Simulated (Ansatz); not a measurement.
# BF$_{2}$H$_{3}$Si···H$_{2}$: what the fields show

```xyz
9

B    -0.1125   -0.5108   -0.3058
H     0.4399    0.3685    1.8581
F     0.9354    0.1156   -0.7939
F    -1.2480    0.1475   -0.3790
Si    0.0149   -2.3166    0.5035
H    -0.2927   -3.3650   -0.5038
H     1.3878   -2.5410    1.0236
H    -0.9524   -2.4343    1.6214
H     0.3033   -0.2537    2.1757
```

Not at a stationary point (largest force 1.4 eV/Å).

Method: Ansatz, RHF/def2-SVP.

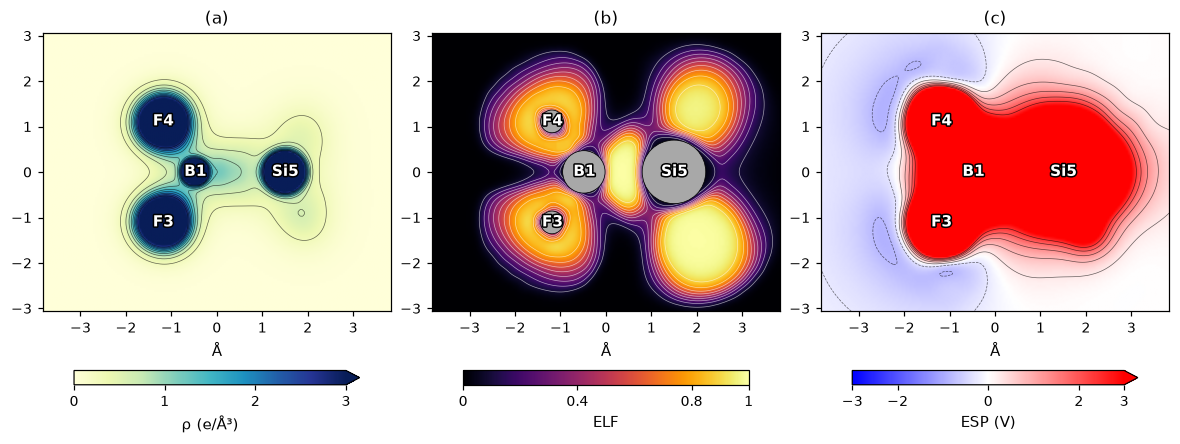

Figure 1. (a) total electron density; (b) ELF; (c) molecular electrostatic potential on the plane of atoms F3, B1 and Si5. Grey discs cover the atomic cores in the ELF map.

### Read the bonding off the picture.

- The section cuts through B, F and Si sites.
- B–F (1.31 Å): the density is about 2.3 e/Å³ at the midpoint; the ELF peaks at about 0.85 between the atoms: a polar covalent bond.
- Si–B (1.98 Å): ρ is about 0.92 e/Å³ halfway; the ELF peaks at about 1 between the atoms (a shared electron pair).
- The ELF also peaks beside F3 and F4, away from the bonds: lone-pair regions.
- Outside the dense part of the complex the potential is most negative (−0.9 V) near F4.

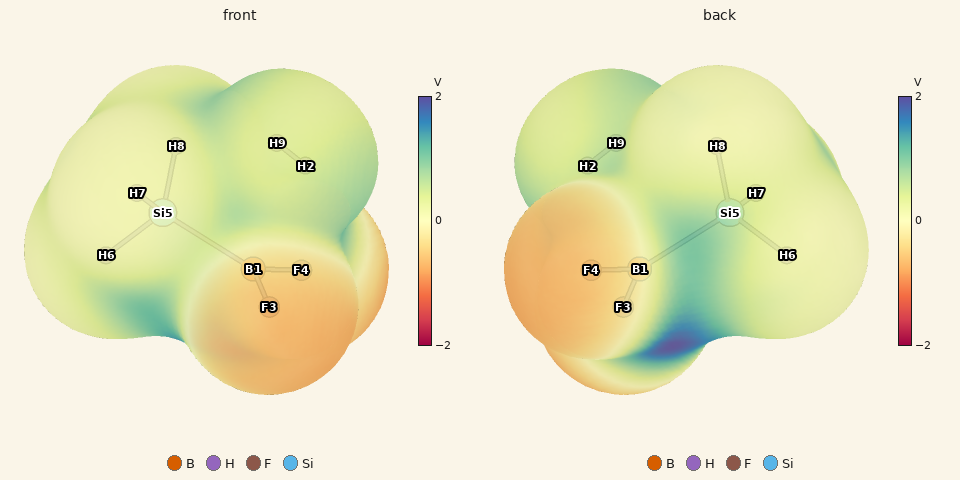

Figure 2. The molecular electrostatic potential painted on the density surface at 0.001 e/bohr³, seen from the front and from behind; the colour scale runs from red (negative) to blue (positive).

### Which sites attract a positive test charge, and which a negative one?

A positive charge is drawn to the negative regions and a negative charge to the positive ones. The most negative region (about −0.8 V) lies over F3 and F4, the most positive (about +1.8 V) over B1.

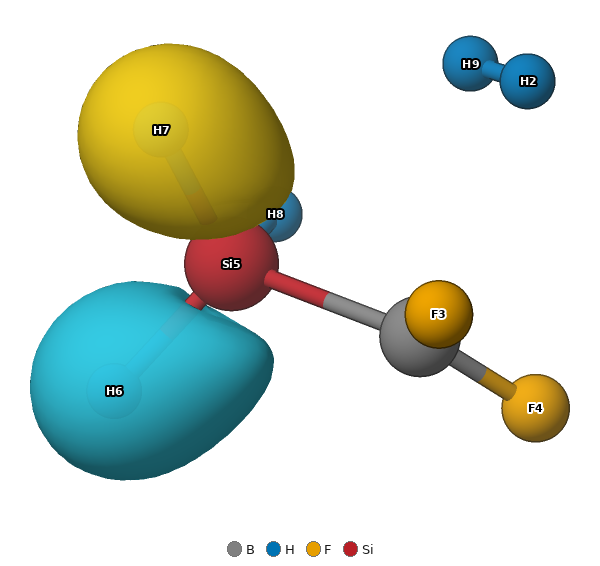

Figure 3. The HOMO−1 at ±0.2 Å⁻³ᐟ² (yellow and cyan are the two phases), seen at a tilt.

### Describe this orbital and give its energy.

It lies mainly on Si5 (about 40 %), H6 (about 30 %) and H7 (about 25 %). Its energy is −13.40 eV.
